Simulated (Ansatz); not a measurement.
# G0W0 on several functionals: SiO2 (I-42d), part 2 of 2

Aim: G0W0 for SiO2 (I-42d) on several starting functionals, at one mesh, band count and screening cutoff.

Ansatz 0.2.0; G0W0 on several functionals, plane waves, PAW. Known limits of the many-body steps: not at the basis limit.

So far. Step 3 (G0W0 on r2SCAN): Against the run with 4×4×4 mesh, 191 empty bands, screening to 100 eV, PAW set soft_1 files on LDA, the gap moves by +0.39 eV, while the start moved by +0.88 eV. Step 4 (G0W0 on HSE06): Against the run with 4×4×4 mesh, 191 empty bands, screening to 100 eV, PAW set soft_1 files on r2SCAN, the gap moves by +0.44 eV, while the start moved by +1.17 eV.

In doubt: masses and optical values from hybrid runs of this build are listed as unsure (steps 4, 5, 6), which bears on the screening that GW takes from such a start.

**5. G0W0 on PBE0**

This step: G0W0 on PBE0, plane waves, PAW; PAW set soft_1.

Input file input.yaml:

```yaml
crystal:
  lattice:
    - [-2.37405, 2.37405, 3.744]
    - [2.37405, -2.37405, 3.744]
    - [2.37405, 2.37405, -3.744]
  atoms:
    - { symbol: Si, position: [0.0, 0.0, 0.0] }
    - { symbol: Si, position: [0.75, 0.25, 0.5] }
    - { symbol: O, position: [0.99838, 0.625, 0.87338] }
    - { symbol: O, position: [0.375, 0.24838, 0.37338] }
    - { symbol: O, position: [0.75162, 0.125, 0.12662] }
    - { symbol: O, position: [0.875, 0.00162, 0.62662] }
kpoints:
  mp_grid: { grid: [4, 4, 4] }
hamiltonian:
  xc: pbe0
  pseudopotentials: { kind: paw, azcp: { folder: soft_1 } }
scf:
  occupations: { method: fixed }
gw:
  n_empty_bands: 191
  ecut_chi: 100
  qp_bands: [v2, c2]
  qp_kpoints: band_edges
  screening: { model: contour_deformation }
```

Started as:

```console
$ ansatz run input.yaml --threads 3 --pin off --max-ram 92160MiB --backend cuda --events-out ev --progress --plain --runs-dir out --devices 1 --max-vram 13GiB
```

Numbers of over 12 decimals in the logs are rounded to 6 here.

The log of the run:

```text
GPUs: using 1 of 1 available (devices: 1).
[...]
GPU FFT provider: cuFFT
GPU libraries: cuBLAS 13.8.2, cuFFT 12.4.0, cuSOLVER 12.3.4
Crystal: 6 atoms, lattice volume = 84.406 Å³
Basis set: ecut = 420 eV, 1637 PW (Γ)
Bands: 22, of which v1, the nominal top of the filled ones, is band 16 counted from 1 (15 counted from 0)
Symmetry: 8 space group operations
[...]
k-points: 13 of 64 (time reversal used)
[...]
1    17      9.3923    -7.2070    -2.8989   -10.9102  0.8927    10.1988    10.1966  root
     1    18     11.7542    -5.5816    -3.3727    -9.9189  0.8890    12.7225    12.7189  root
[...]
12    15     -0.7215   -26.5680     3.6520   -22.3207  0.8436    -1.3186    -1.3168  root
    12    16     -0.7215   -26.5680     3.6520   -22.3207  0.8436    -1.3186    -1.3168  root
    12    17     11.1448    -6.6270    -2.9531   -10.4403  0.8897    12.0079    12.0050  root
    12    18     11.1448    -6.6270    -2.9531   -10.4403  0.8897    12.0079    12.0050  root
[key lines of the parts left out:]
Free energy (F): -3549.526119 eV
Fermi energy:    -0.615606 eV
```

Wall time 39 s (1 × NVIDIA H100 80GB HBM3 (shared by 6 runs) with 3 threads of AMD EPYC 7R13 (Zen 3), shared host); peak memory 1.4 GiB.

This step gave:

| Property | Result |
| --- | --- |
| bands summed | 207 |
| RPA ε∞ on this mesh (eigenvalues) | 1.951, 1.951, 1.990 |
| plane waves in the screening matrix | 179 |
| G0W0 gap on the mesh | 9.924 eV |
| k of the valence top | 0, 0, 0 |
| k of the conduction bottom | 0, 0, 0 |
| starting gap on the mesh | 8.644 eV |
| least direct G0W0 gap on the computed points | 9.924 eV |

Against the run with 4×4×4 mesh, 191 empty bands, screening to 100 eV, PAW set soft_1 files on HSE06, the gap moves by +0.21 eV, while the start moved by +0.77 eV.

**6. G0W0 on Hartree-Fock**

This step: G0W0 on Hartree-Fock, plane waves, PAW; PAW set soft_1.

Edit input.yaml of step 5 so:

```diff
@@ -15,3 +15,3 @@
 hamiltonian:
-  xc: pbe0
+  xc: hf
   pseudopotentials: { kind: paw, azcp: { folder: soft_1 } }
```

The log of the run:

```text
GPUs: using 1 of 1 available (devices: 1).
[...]
GPU FFT provider: cuFFT
GPU libraries: cuBLAS 13.8.2, cuFFT 12.4.0, cuSOLVER 12.3.4
Crystal: 6 atoms, lattice volume = 84.406 Å³
Basis set: ecut = 420 eV, 1637 PW (Γ)
Bands: 22, of which v1, the nominal top of the filled ones, is band 16 counted from 1 (15 counted from 0)
Symmetry: 8 space group operations
[...]
k-points: 13 of 64 (time reversal used)
[...]
1    17     13.0058    -4.8855    -2.0293    -4.8916  0.9421    10.9876    10.9826  root
     1    18     15.9454    -4.1392    -2.3350    -4.1449  0.9388    13.6233    13.6161  root
[...]
12    15     -4.9226   -26.6506     2.5712   -26.6414  0.9065    -2.3727    -2.3605  root
    12    16     -4.9226   -26.6506     2.5712   -26.6414  0.9065    -2.3727    -2.3605  root
    12    17     14.8181    -4.5559    -2.0327    -4.5598  0.9410    12.7946    12.7893  root
    12    18     14.8181    -4.5559    -2.0327    -4.5598  0.9410    12.7946    12.7893  root
[key lines of the parts left out:]
Free energy (F): -3495.002413 eV
Fermi energy:    -4.814233 eV
```

Elapsed: 33 s, on 1 × NVIDIA H100 80GB HBM3 (shared by 6 runs) with 3 threads; peak memory 1.5 GiB.

This step gave:

```yaml
bands_summed: 207
rpa_eps_infinity_on_this_mesh_eigenvalues: 1.573, 1.573, 1.587
plane_waves_in_the_screening_matrix: 179
g0w0_gap_on_the_mesh: 11.79 eV
k_of_the_valence_top: 0, 0, 0
k_of_the_conduction_bottom: 0, 0, 0
starting_gap_on_the_mesh: 16.40 eV
least_direct_g0w0_gap_on_the_computed_points: 11.79 eV
```

Against the run with 4×4×4 mesh, 191 empty bands, screening to 100 eV, PAW set soft_1 files on PBE0, the gap moves by +1.87 eV, while the start moved by +7.76 eV.

**7. The starts together**

All on the 4×4×4 mesh with 191 empty bands and screening to 100 eV. Times are wall times on 1 × NVIDIA H100 80GB HBM3 (shared by 6 runs) with 3 threads of AMD EPYC 7R13 (Zen 3), shared host, good to a factor of about two.

| start | starting gap (eV) | shift (eV) | G0W0 gap (eV) | RPA ε∞ (harmonic mean) | Z (valence, conduction) | time |
| --- | --- | --- | --- | --- | --- | --- |
| LDA | 5.82 | +3.06 | 8.88 | 2.28 | 0.80, 0.87 | 11 s |
| r2SCAN | 6.70 | +2.57 | 9.27 | 2.11 | 0.82, 0.88 | 23 s |
| HSE06 | 7.87 | +1.84 | 9.71 | 2.01 | 0.84, 0.89 | 40 s |
| PBE0 | 8.64 | +1.28 | 9.92 | 1.96 | 0.84, 0.90 | 39 s |
| Hartree-Fock | 16.40 | −4.61 | 11.79 | 1.58 | 0.91, 0.94 | 33 s |

How the two edges are built up, in eV (the quasiparticle level is the starting level plus Σx plus Σc less Vxc):

| run | edge | start | Σx | Σc | Vxc | Z | QP |
| --- | --- | --- | --- | --- | --- | --- | --- |
| LDA | valence top | 0.80 | -26.32 | 4.27 | -20.51 | 0.80 | -0.74 |
| LDA | conduction bottom | 6.63 | -7.15 | -3.30 | -11.97 | 0.87 | 8.14 |
| r2SCAN | valence top | 0.68 | -26.45 | 4.04 | -20.95 | 0.82 | -0.78 |
| r2SCAN | conduction bottom | 7.38 | -6.69 | -3.08 | -10.88 | 0.88 | 8.49 |
| HSE06 | valence top | -0.21 | -26.47 | 3.77 | -21.81 | 0.84 | -1.10 |
| HSE06 | conduction bottom | 7.67 | -6.58 | -2.97 | -10.50 | 0.89 | 8.61 |
| PBE0 | valence top | -0.62 | -26.48 | 3.64 | -22.22 | 0.84 | -1.23 |
| PBE0 | conduction bottom | 8.03 | -6.57 | -2.88 | -10.13 | 0.90 | 8.70 |

For a hybrid start, Vxc holds its share of exact exchange.

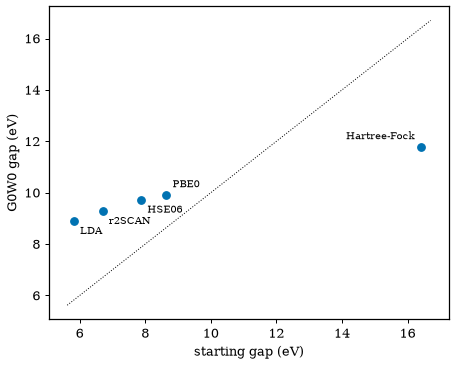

G0W0 gap against starting gap; on the dotted line the correction would vanish.

**8. Results**

```
G0W0@LDA          : 8.88 eV (start 5.82 eV)
G0W0@r2SCAN       : 9.27 eV (start 6.70 eV)
G0W0@HSE06        : 9.71 eV (start 7.87 eV)
G0W0@PBE0         : 9.92 eV (start 8.64 eV)
G0W0@Hartree-Fock : 11.79 eV (start 16.40 eV)
known limits      : not at the basis limit
```

In words: The starting gaps span 10.58 eV and the G0W0 gaps 2.91 eV. Between LDA and Hartree-Fock, 2.91 eV of the 10.58 eV survives, 27 %. Hartree-Fock screens less than LDA (ε∞ 1.58 against 2.28). On Hartree-Fock the correction is negative: that start lies above its own G0W0 value. The smallest correction, +1.28 eV, is on PBE0, the start nearest to reproducing itself. Bands and cutoff are finite, so the gap is not at the basis limit. The miss can reach some tenths of an eV and take either sign; the mesh is an error of its own.

[Paths, hosts, dates, memory and timing lines, banners, echoed tables and standing remarks are left out of the program output.]

[Logs are printed without paths, hosts, clocks, repeated set-up lines and the standing remarks that a program may print on its own settings, such as how far it seeks lower states.]

[Runs of the session that timed out or met a known fault of the program may be left out.]

[Cells called generated may have been cut or substituted from an entry of the Crystallography Open Database or the Materials Project.]

[Hosts, paths, dates, database ids (printed as entryN), source tags and the programs' standing remarks are cut or masked in the printed files.]
